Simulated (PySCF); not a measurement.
# BF₃: NMR shifts at several levels of theory, part 2 of 2

PySCF 2.14.0. Atoms count from 0.

## Step 12: Nuclear shieldings: PBE0/6-311+G(2d,p)

What the job is given:

```
{"job": {"kind": "nmr", "xc": "PBE0", "basis": "6-311+G(2d,p)", "pop": true}, "charge": 0, "multiplicity": 1}
F      1.189143    -0.556894     0.045911
B      0.004928     0.002081    -0.010952
F     -1.072249    -0.744059    -0.054304
F     -0.101352     1.308411    -0.026355
```

With the program's defaults for keys left out, this is: GIAO PBE0/6-311+G(2d,p) NMR shielding, non-relativistic, gas phase.

Log:

```text
coarse grid: 4344 points
cycle   1  E = -324.2603534225  dE =  4.776e-01  |g| = 7.291e-01  |ddm| = 1.715e+00
cycle   2  E = -324.1937053772  dE =  6.665e-02  |g| = 1.027e+00  |ddm| = 8.138e-01
cycle   3  E = -324.3408762089  dE = -1.472e-01  |g| = 1.588e-02  |ddm| = 4.330e-01
cycle   4  E = -324.3409092007  dE = -3.299e-05  |g| = 6.187e-03  |ddm| = 1.638e-02
cycle   5  E = -324.3409148559  dE = -5.655e-06  |g| = 5.727e-04  |ddm| = 4.583e-03
final grid: 46024 points
cycle   6  E = -324.3532717673  dE = -6.462e-05  |g| = 3.977e-03  |ddm| = 2.302e-02
cycle   7  E = -324.3532709018  dE =  8.655e-07  |g| = 4.443e-03  |ddm| = 3.059e-03
cycle   8  E = -324.3532734212  dE = -2.519e-06  |g| = 5.979e-04  |ddm| = 1.831e-03
cycle   9  E = -324.3532734709  dE = -4.972e-08  |g| = 1.609e-04  |ddm| = 3.206e-04
cycle  10  E = -324.3532734740  dE = -3.051e-09  |g| = 5.402e-05  |ddm| = 7.643e-05
cycle  11  E = -324.3532734744  dE = -4.317e-10  |g| = 4.606e-06  |ddm| = 3.063e-05
converged SCF energy = -324.3532734744

GIAO shielding tensors (ppm)
atom      isotropic    diamagn.    paramagn.     s11        s22        s33       span
  0 F      308.374     466.109    -157.736    191.703    360.808    372.610    180.907
  1 B       91.593     204.065    -112.472     80.479     97.124     97.176     16.697
  2 F      308.504     466.134    -157.630    191.844    361.019    372.649    180.806
  3 F      308.304     466.112    -157.809    191.620    360.729    372.561    180.941
```

It took 2.6 s on 1 thread, shared host.

In short: δ F0 -133.6, B1 10.8 ppm (means over like atoms).

## Step 13: Shielding tensors: PBE0/def2-SVP

What the job is given:

```
{"job": {"kind": "nmr", "xc": "PBE0", "basis": "def2-SVP", "pop": true}, "charge": 0, "multiplicity": 1}
F      1.189143    -0.556894     0.045911
B      0.004928     0.002081    -0.010952
F     -1.072249    -0.744059    -0.054304
F     -0.101352     1.308411    -0.026355
```

Level: GIAO PBE0/def2-SVP NMR shielding, non-relativistic, gas phase.

Log:

```text
coarse grid: 4344 points
cycle   1  E = -323.8665303604  dE =  4.447e-01  |g| = 7.276e-01  |ddm| = 2.281e+00
cycle   2  E = -323.8084612281  dE =  5.807e-02  |g| = 9.643e-01  |ddm| = 1.013e+00
cycle   3  E = -323.9539889061  dE = -1.455e-01  |g| = 1.253e-02  |ddm| = 5.711e-01
cycle   4  E = -323.9540112675  dE = -2.236e-05  |g| = 3.378e-03  |ddm| = 1.099e-02
cycle   5  E = -323.9540131742  dE = -1.907e-06  |g| = 4.185e-04  |ddm| = 3.238e-03
final grid: 46024 points
cycle   6  E = -323.9936535387  dE = -4.354e-05  |g| = 1.057e-03  |ddm| = 1.329e-02
cycle   7  E = -323.9936536790  dE = -1.403e-07  |g| = 5.672e-04  |ddm| = 1.163e-03
cycle   8  E = -323.9936537140  dE = -3.497e-08  |g| = 3.300e-04  |ddm| = 5.157e-04
cycle   9  E = -323.9936537305  dE = -1.653e-08  |g| = 6.017e-05  |ddm| = 2.014e-04
cycle  10  E = -323.9936537311  dE = -5.930e-10  |g| = 6.030e-06  |ddm| = 4.525e-05
converged SCF energy = -323.9936537311

GIAO shielding tensors (ppm)
atom      isotropic    diamagn.    paramagn.     s11        s22        s33       span
  0 F      317.589     460.264    -142.675    192.950    371.232    388.584    195.635
  1 B      101.892     206.777    -104.886     92.945    106.344    106.387     13.442
  2 F      317.703     460.292    -142.589    193.095    371.428    388.586    195.492
  3 F      317.523     460.266    -142.743    192.854    371.163    388.552    195.698
```

Run time: 1.3 s. Hardware: 1 thread, shared host.

In short: δ F0 -103.0, B1 8.8 ppm (means over like atoms).

## Step 14: Shielding tensors: PBE0/def2-TZVP

What the job is given:

```
{"job": {"kind": "nmr", "xc": "PBE0", "basis": "def2-TZVP", "pop": true}, "charge": 0, "multiplicity": 1}
F      1.189143    -0.556894     0.045911
B      0.004928     0.002081    -0.010952
F     -1.072249    -0.744059    -0.054304
F     -0.101352     1.308411    -0.026355
```

Method: GIAO PBE0/def2-TZVP NMR shielding, non-relativistic, gas phase.

Log:

```text
coarse grid: 4344 points
cycle   1  E = -324.3018932928  dE =  4.740e-01  |g| = 7.332e-01  |ddm| = 1.730e+00
cycle   2  E = -324.2361290390  dE =  6.576e-02  |g| = 1.028e+00  |ddm| = 6.690e-01
cycle   3  E = -324.3822326391  dE = -1.461e-01  |g| = 1.325e-02  |ddm| = 3.692e-01
cycle   4  E = -324.3822559151  dE = -2.328e-05  |g| = 5.481e-03  |ddm| = 1.144e-02
cycle   5  E = -324.3822603752  dE = -4.460e-06  |g| = 6.013e-04  |ddm| = 3.588e-03
final grid: 46024 points
cycle   6  E = -324.3896703764  dE = -1.418e-04  |g| = 3.933e-03  |ddm| = 3.701e-02
cycle   7  E = -324.3896696241  dE =  7.523e-07  |g| = 4.325e-03  |ddm| = 2.781e-03
cycle   8  E = -324.3896720068  dE = -2.383e-06  |g| = 5.500e-04  |ddm| = 1.630e-03
cycle   9  E = -324.3896720464  dE = -3.956e-08  |g| = 1.687e-04  |ddm| = 2.694e-04
cycle  10  E = -324.3896720500  dE = -3.576e-09  |g| = 5.195e-05  |ddm| = 7.735e-05
cycle  11  E = -324.3896720504  dE = -3.869e-10  |g| = 5.425e-06  |ddm| = 2.426e-05
converged SCF energy = -324.3896720504

GIAO shielding tensors (ppm)
atom      isotropic    diamagn.    paramagn.     s11        s22        s33       span
  0 F      307.004     464.815    -157.810    184.746    363.702    372.564    187.817
  1 B       93.107     199.565    -106.458     82.392     98.441     98.488     16.096
  2 F      307.133     464.824    -157.691    184.891    363.910    372.599    187.708
  3 F      306.937     464.821    -157.884    184.665    363.630    372.517    187.852
```

Run time: 3.2 s. Hardware: 1 thread, shared host.

In short: δ F0 -128.2, B1 9.5 ppm (means over like atoms).

## Step 15: Side by side: NMR shifts

Shifts (ppm), means over like atoms, with basis size and wall time (the measured row can stand on another reference than the computed rows):

```
               run      F0    B1  functions   time
     WP04/pcSseg-2  -135.4   9.4        144  3.5 s
    B97-2/pcSseg-2  -133.9   9.5        144  3.5 s
BHandHLYP/pcSseg-2  -117.1  10.4        144  3.4 s
CAM-B3LYP/pcSseg-2  -121.6  10.3        144  4.3 s
  wB97X-D/pcSseg-2  -125.3   9.9        144  4.1 s
  LC-wPBE/pcSseg-2  -106.9  10.8        144  5.4 s
       PBE0/STO-3G   -50.0   3.7         20  0.5 s
        PBE0/6-31G  -119.5   9.5         36  0.9 s
       PBE0/6-31G*  -119.3   8.0         56  1.3 s
PBE0/6-311+G(2d,p)  -133.6  10.8        108  2.6 s
     PBE0/def2-SVP  -103.0   8.8         56  1.3 s
    PBE0/def2-TZVP  -128.2   9.5        124  3.2 s
          measured       –  10.0          –      –
```

Measured: Macháček, Bühl, Fanfrlík, Hnyk, 11B NMR of BX3 and BX4-, J. Phys. Chem. A (author manuscript).

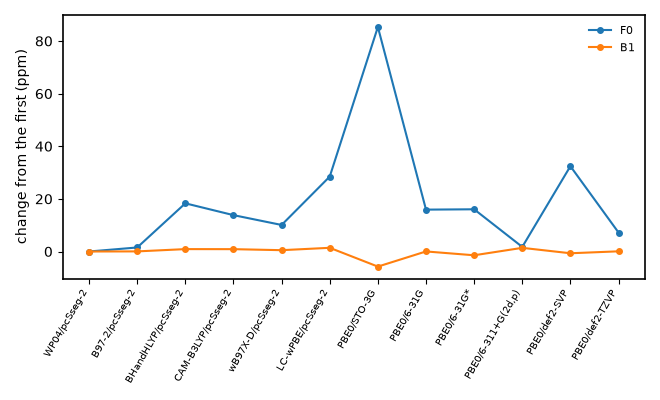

How the tabulated atoms move from run to run.

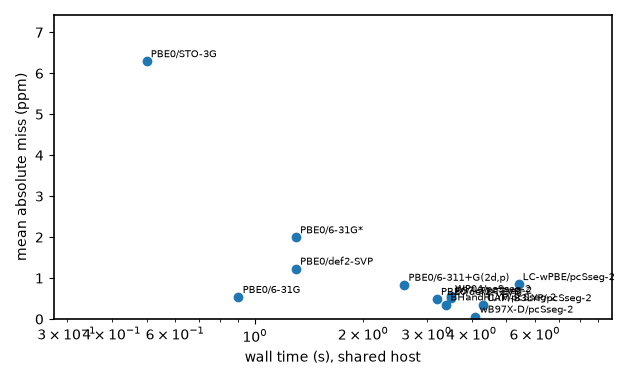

Cost against miss for the one measured 11B shift.

## Step 16: Outcome

The summary covers parts 1 to 2.

| quantity | value |
| --- | --- |
| point group | D3h |
| rotational constants (main isotopes) | 10.33, 10.31, 5.16 GHz |
| 19F shifts against CFCl3 (WP04/pcSseg-2, means over atoms taken as alike) | -135.4 ppm |
| 11B shifts against BF3·OEt2 (WP04/pcSseg-2) | 9.4 ppm |
| measured, and computed on the same scale | B1 δ 10.0, 9.4 ppm |
| range of the shift of F0 | -135.4 to -50.0 ppm |
| property runs in this session | 12, of which 0 failed and 1 gave unsound results |

**Reading.** Single values in the summary come from the first run of each kind that ended normally (WP04/pcSseg-2), which need not be the best level. The optimisation took 4 steps and gained 0.009 eV; among the close pairs (by a distance rule), B1–F2 changed most, from 1.300 to 1.311 Å. At WP04/pcSseg-2: The largest span, 183 ppm, is at F0, F2, F3, where the paramagnetic term is -156 ppm. The one measured 11B shift is missed by -0.6 ppm (computed less measured, unscaled). Vibration, temperature and solvent are missing from the calculation, so part of the miss against the measured shifts is not the functional's. Across the 12 runs the shift of F0 (with its like atoms) moves most, between -135.4 (WP04/pcSseg-2) and -50.0 ppm (PBE0/STO-3G). A minimal basis is unusable for shieldings, so that end is no result. For the one measured 11B shift, wB97X-D/pcSseg-2 misses least (0.06 ppm, 4.1 s) and PBE0/STO-3G most (6.29 ppm, 0.5 s). One molecule ranks no method: errors cancel, and vibration and temperature are missing from all runs.
